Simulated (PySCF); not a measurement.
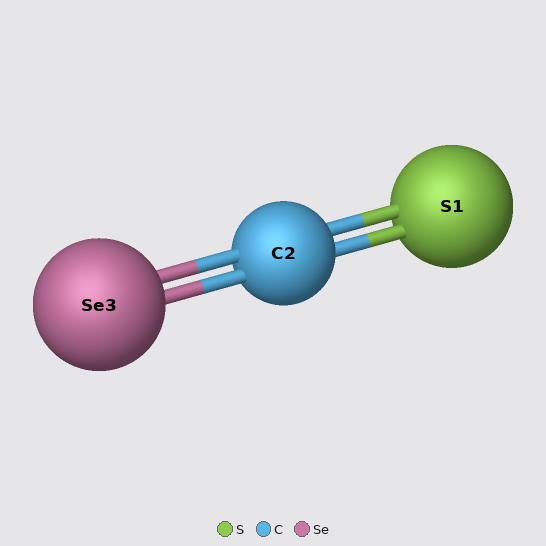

Numbered structure. The computed structure is the end point of a PBE0-D3(BJ)/def2-TZVP optimisation. No frequency run is at hand to confirm it as a minimum.

List the bonds and their lengths.

| bond | length (Å) | order |
| --- | --- | --- |
| S1–C2 | 1.545 | double |
| C2–Se3 | 1.692 | double |
